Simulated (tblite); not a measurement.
Geometry relaxation, with input and output: C6H8AlFO2 (part 3 of 3)

Continued. System: C6H8AlFO2. Method: GFN2-xTB geometry optimisation, gas phase (tblite 0.8.0). It belongs to a series of runs on one base structure; here: CH2 inserted into a O-C bond.

Geometry of the input (Å):
```
C  2.9741  0.9156  -0.6453
C  2.2530  -0.0681  -0.1137
C  0.8248  0.0426  0.1890
O  0.2180  1.1440  -0.0941
Al -1.5558  1.6175  0.2877
O  -2.6636  0.1609  -0.0320
C  -1.9354  -0.9098  -0.5833
C  -1.0658  -1.5742  0.4639
F  -1.5241  -2.7197  1.0426
C  0.1401  -1.1300  0.8045
H  4.0184  0.7809  -0.8410
H  2.5071  1.8646  -0.8963
H  2.7602  -1.0001  0.1382
H  -1.6689  2.0271  1.8161
H  -1.9886  2.8577  -0.6399
H  -2.6766  -1.6595  -0.9260
H  -1.3487  -0.6119  -1.4760
H  0.7229  -1.7312  1.4939
```

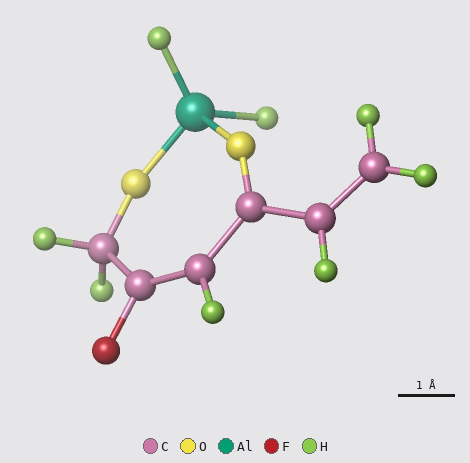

**Figure 1.** The geometry at step 150 of the log (ball-and-stick view, seen at a tilt).

Trajectory as extended XYZ, continued
```
18
Properties=species:S:1:pos:R:3:forces:R:3 step=124 energy=-840.94383
C     2.9049    1.2281   -0.1675   -0.0090   0.0060  -0.0040
C     2.2715    0.0701    0.0158    0.0150   0.0080   0.0040
C     0.8300    0.0228    0.2762    0.0130   0.0030  -0.0030
O     0.2049    1.0873    0.4509   -0.0110  -0.0050  -0.0110
Al   -1.4011    1.7725   -0.0592    0.0000   0.0110   0.0030
O    -2.2284    0.3171   -0.2936   -0.0010   0.0060   0.0090
C    -2.3058   -1.0389   -0.1602    0.0020  -0.0050  -0.0070
C    -1.0184   -1.7173    0.1727   -0.0040   0.0040  -0.0030
F    -1.1986   -3.0526    0.2585    0.0040  -0.0020  -0.0090
C     0.2562   -1.3023    0.3215   -0.0110   0.0090   0.0070
H     3.9576    1.2790   -0.3859   -0.0110  -0.0050   0.0110
H     2.3609    2.1582   -0.1125    0.0140  -0.0110  -0.0050
H     2.7937   -0.8729   -0.0530   -0.0020   0.0020   0.0020
H    -1.8565    2.6261    1.1367    0.0060  -0.0050  -0.0050
H    -0.8603    2.3534   -1.3962   -0.0060   0.0040  -0.0020
H    -3.0310   -1.3178    0.6253    0.0070  -0.0070   0.0000
H    -2.6641   -1.5045   -1.0986   -0.0110  -0.0030   0.0080
H     0.9756   -2.1019    0.4574    0.0030  -0.0110   0.0050
18
Properties=species:S:1:pos:R:3:forces:R:3 step=130 energy=-840.94420
C     2.9102    1.2270   -0.1572    0.0120  -0.0070   0.0010
C     2.2740    0.0688    0.0124   -0.0070  -0.0040  -0.0010
C     0.8315    0.0236    0.2680   -0.0020  -0.0070  -0.0010
O     0.2049    1.0892    0.4319    0.0050  -0.0010   0.0010
Al   -1.4052    1.7750   -0.0658   -0.0060  -0.0110  -0.0050
O    -2.2317    0.3167   -0.2877   -0.0090   0.0040  -0.0070
C    -2.3070   -1.0395   -0.1553    0.0080   0.0030   0.0060
C    -1.0171   -1.7166    0.1692    0.0040  -0.0030   0.0100
F    -1.1946   -3.0523    0.2556   -0.0050  -0.0030  -0.0110
C     0.2573   -1.3012    0.3193   -0.0010  -0.0010  -0.0100
H     3.9628    1.2756   -0.3735    0.0150   0.0020   0.0070
H     2.3713    2.1582   -0.0900   -0.0040   0.0070  -0.0080
H     2.7929   -0.8754   -0.0665   -0.0040   0.0130   0.0060
H    -1.8554    2.6294    1.1311    0.0130  -0.0050   0.0000
H    -0.8789    2.3567   -1.4082   -0.0020  -0.0010   0.0010
H    -3.0231   -1.3193    0.6376   -0.0100  -0.0070   0.0120
H    -2.6755   -1.5065   -1.0886   -0.0040   0.0030  -0.0050
H     0.9751   -2.1031    0.4560   -0.0010   0.0170   0.0020
18
Properties=species:S:1:pos:R:3:forces:R:3 step=136 energy=-840.94467
C     2.9182    1.2259   -0.1465   -0.0030   0.0020   0.0040
C     2.2738    0.0703    0.0100    0.0020   0.0040   0.0050
C     0.8303    0.0266    0.2601   -0.0010   0.0050  -0.0080
O     0.2032    1.0933    0.4143    0.0000   0.0030  -0.0070
Al   -1.4112    1.7738   -0.0756    0.0040  -0.0020   0.0040
O    -2.2408    0.3148   -0.2810   -0.0020  -0.0050   0.0050
C    -2.3108   -1.0417   -0.1462   -0.0130  -0.0010  -0.0030
C    -1.0168   -1.7168    0.1665    0.0000   0.0040  -0.0110
F    -1.1904   -3.0539    0.2401    0.0010   0.0040   0.0120
C     0.2566   -1.2983    0.3151    0.0070   0.0010  -0.0070
H     3.9735    1.2694   -0.3523   -0.0020   0.0030   0.0020
H     2.3840    2.1601   -0.0767    0.0040   0.0000  -0.0040
H     2.7898   -0.8744   -0.0734    0.0050  -0.0100   0.0110
H    -1.8406    2.6308    1.1265    0.0000  -0.0010   0.0070
H    -0.8986    2.3566   -1.4230   -0.0040  -0.0130   0.0030
H    -3.0187   -1.3247    0.6546    0.0060   0.0100  -0.0090
H    -2.6880   -1.5086   -1.0763    0.0000  -0.0030   0.0070
H     0.9775   -2.0969    0.4524   -0.0050  -0.0020  -0.0090
18
Properties=species:S:1:pos:R:3:forces:R:3 step=143 energy=-840.94575
C     2.9366    1.2257   -0.1166    0.0090   0.0110  -0.0220
C     2.2816    0.0738    0.0212    0.0030  -0.0050  -0.0040
C     0.8325    0.0333    0.2316    0.0000  -0.0080   0.0060
O     0.2020    1.1014    0.3651    0.0030   0.0050  -0.0100
Al   -1.4228    1.7685   -0.0911   -0.0170   0.0100  -0.0010
O    -2.2622    0.3123   -0.2700    0.0050   0.0040  -0.0100
C    -2.3226   -1.0432   -0.1241    0.0110   0.0100   0.0070
C    -1.0157   -1.7128    0.1431   -0.0090   0.0000   0.0160
F    -1.1814   -3.0515    0.2089    0.0030   0.0000   0.0130
C     0.2589   -1.2911    0.2769   -0.0190  -0.0050   0.0210
H     3.9971    1.2615   -0.2940    0.0110   0.0020   0.0080
H     2.4093    2.1649   -0.0673   -0.0120  -0.0060   0.0100
H     2.7946   -0.8741   -0.0465    0.0170   0.0020   0.0120
H    -1.8195    2.6299    1.1201    0.0050  -0.0020   0.0030
H    -0.9444    2.3344   -1.4557    0.0040   0.0080  -0.0090
H    -2.9944   -1.3149    0.7099   -0.0060  -0.0310   0.0060
H    -2.7387   -1.5213   -1.0306   -0.0060   0.0090  -0.0140
H     0.9805   -2.0902    0.4073   -0.0010  -0.0040  -0.0330
18
Properties=species:S:1:pos:R:3:forces:R:3 step=150 energy=-840.94680
C     2.9478    1.2256   -0.0993    0.0050   0.0010   0.0180
C     2.2895    0.0743    0.0306    0.0040   0.0010   0.0030
C     0.8349    0.0365    0.2097    0.0150  -0.0230  -0.0030
O     0.2017    1.1061    0.3208    0.0140  -0.0070  -0.0090
Al   -1.4332    1.7670   -0.1063    0.0050  -0.0010   0.0050
O    -2.2784    0.3115   -0.2607    0.0000   0.0100   0.0170
C    -2.3312   -1.0433   -0.1063    0.0240   0.0080   0.0120
C    -1.0169   -1.7093    0.1319   -0.0050  -0.0010   0.0010
F    -1.1784   -3.0490    0.1952    0.0040   0.0040   0.0030
C     0.2594   -1.2868    0.2516   -0.0190  -0.0070  -0.0200
H     4.0137    1.2604   -0.2453   -0.0100   0.0060  -0.0020
H     2.4185    2.1644   -0.0629   -0.0010  -0.0090  -0.0100
H     2.8074   -0.8733   -0.0139   -0.0170   0.0240   0.0020
H    -1.7948    2.6267    1.1185    0.0030  -0.0020  -0.0070
H    -0.9808    2.3257   -1.4819   -0.0020   0.0150  -0.0080
H    -2.9756   -1.3169    0.7483   -0.0350  -0.0060   0.0090
H    -2.7732   -1.5238   -0.9988    0.0080  -0.0120  -0.0120
H     0.9808   -2.0894    0.3572    0.0080   0.0010   0.0020
18
Properties=species:S:1:pos:R:3:forces:R:3 step=156 energy=-840.94859
C     2.9741    1.2243   -0.0417   -0.0040  -0.0300  -0.0030
C     2.3075    0.0733    0.0464   -0.0200   0.0160  -0.0010
C     0.8450    0.0387    0.1304   -0.0320   0.0700  -0.0020
O     0.2093    1.1149    0.1517    0.0150  -0.0410   0.0070
Al   -1.4531    1.7622   -0.1423    0.0270   0.0200   0.0050
O    -2.3252    0.3153   -0.1948    0.0180   0.0000   0.0070
C    -2.3490   -1.0425   -0.0665   -0.0310  -0.0250  -0.0060
C    -1.0214   -1.6985    0.1178    0.0040  -0.0050   0.0120
F    -1.1786   -3.0379    0.2032    0.0060  -0.0020  -0.0030
C     0.2597   -1.2778    0.1886    0.0240   0.0010  -0.0070
H     4.0468    1.2608   -0.1198   -0.0120   0.0020   0.0130
H     2.4400    2.1603   -0.0420    0.0020   0.0200  -0.0090
H     2.8237   -0.8746    0.0450    0.0200  -0.0150  -0.0030
H    -1.6730    2.5993    1.1365    0.0040  -0.0070  -0.0380
H    -1.1227    2.3303   -1.5510   -0.0270  -0.0040   0.0340
H    -2.9685   -1.3478    0.7990    0.0080   0.0200  -0.0330
H    -2.8051   -1.5136   -0.9591    0.0020   0.0090   0.0250
H     0.9818   -2.0804    0.2870   -0.0040  -0.0280   0.0040
18
Properties=species:S:1:pos:R:3:forces:R:3 step=162 energy=-840.94931
C     2.9769    1.2225   -0.0291    0.0080   0.0130  -0.0110
C     2.3099    0.0719    0.0552   -0.0010  -0.0050  -0.0070
C     0.8463    0.0392    0.1142    0.0020  -0.0030  -0.0040
O     0.2114    1.1154    0.1127    0.0040  -0.0190   0.0010
Al   -1.4543    1.7629   -0.1517   -0.0080  -0.0080   0.0110
O    -2.3282    0.3158   -0.1836    0.0190  -0.0010   0.0000
C    -2.3507   -1.0428   -0.0588   -0.0030   0.0000   0.0020
C    -1.0204   -1.6981    0.1136   -0.0100  -0.0020  -0.0090
F    -1.1755   -3.0376    0.1992   -0.0030  -0.0050   0.0020
C     0.2618   -1.2778    0.1739   -0.0040   0.0000   0.0120
H     4.0508    1.2589   -0.0890   -0.0090   0.0050   0.0150
H     2.4430    2.1594   -0.0462    0.0110  -0.0030  -0.0040
H     2.8293   -0.8753    0.0690   -0.0110   0.0080   0.0010
H    -1.6357    2.5925    1.1352   -0.0010   0.0080   0.0000
H    -1.1750    2.3434   -1.5607   -0.0040  -0.0010  -0.0030
H    -2.9645   -1.3488    0.8089    0.0030   0.0070   0.0040
H    -2.8152   -1.5119   -0.9468    0.0060   0.0030  -0.0070
H     0.9814   -2.0833    0.2725   -0.0010   0.0020  -0.0030
18
Properties=species:S:1:pos:R:3:forces:R:3 step=169 energy=-840.94964
C     2.9812    1.2222   -0.0199    0.0000   0.0000  -0.0010
C     2.3121    0.0726    0.0654   -0.0010  -0.0020   0.0030
C     0.8476    0.0382    0.0929    0.0000   0.0020   0.0000
O     0.2126    1.1139    0.0660    0.0040   0.0000   0.0010
Al   -1.4577    1.7633   -0.1565   -0.0050  -0.0030   0.0000
O    -2.3312    0.3164   -0.1631    0.0010   0.0020  -0.0010
C    -2.3530   -1.0429   -0.0490    0.0030   0.0050   0.0010
C    -1.0209   -1.6988    0.1053    0.0030   0.0010  -0.0030
F    -1.1746   -3.0386    0.1906   -0.0030  -0.0010   0.0010
C     0.2619   -1.2782    0.1565   -0.0010  -0.0010  -0.0010
H     4.0563    1.2587   -0.0452   -0.0020  -0.0020   0.0010
H     2.4495    2.1589   -0.0694   -0.0010   0.0000   0.0000
H     2.8310   -0.8735    0.1112    0.0000   0.0000  -0.0020
H    -1.5953    2.5893    1.1393    0.0010   0.0010  -0.0010
H    -1.2267    2.3479   -1.5718    0.0000   0.0000   0.0010
H    -2.9583   -1.3546    0.8227    0.0010  -0.0030   0.0000
H    -2.8250   -1.5042   -0.9370    0.0000  -0.0020   0.0000
H     0.9815   -2.0842    0.2502    0.0010   0.0010   0.0010
```

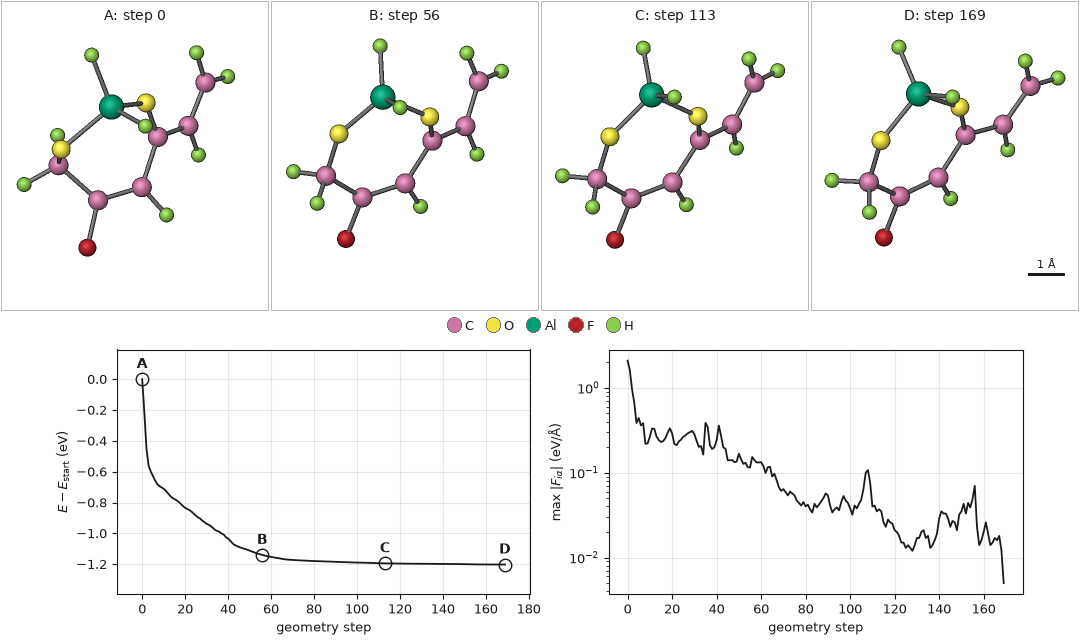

**Figure 2.** Frames of the relaxation (ball-and-stick view, seen at a tilt) above the curves, on which the letters mark them (steps are counted from 0).

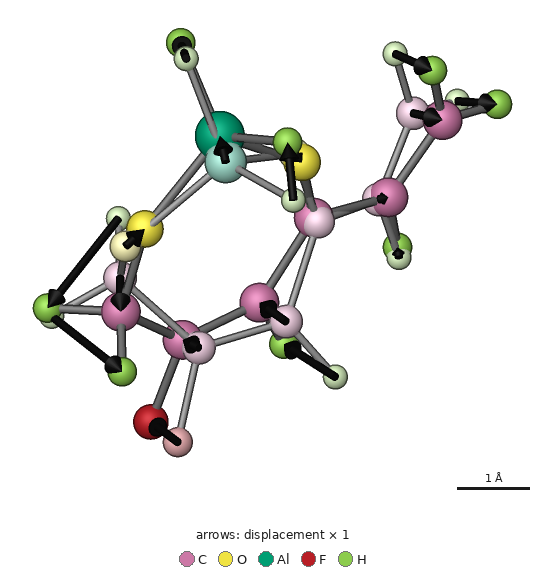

**Figure 3.** Start (faint) and end (solid) with the displacements as black arrows, at true length (ball-and-stick view, seen at a tilt). The two geometries are laid on each other by the best rigid fit. H16 moves most after the best rigid fit: 1.88 Å. Largest moves by element: H 1.88 Å, F 0.96 Å, C 0.74 Å, Al 0.43 Å, O 0.39 Å. Among the contacts that change: Al5–O6 1.858 → 1.690 Å, O4–Al5 1.875 → 1.806 Å, Al5–H15 1.608 → 1.549 Å, C3–C10 1.491 → 1.442 Å. Among the angles that change: Al5–O6–C7 110.8° → 149.4°, H14–Al5–H15 109.7° → 125.4°, C3–O4–Al5 128.1° → 141.5°. After 169 geometry steps the energy has fallen by 1.202 eV. Largest force component: 2.1 eV/Å at the start, 0.005 eV/Å at the end. (Atoms are counted from 1 in the order of the input.)
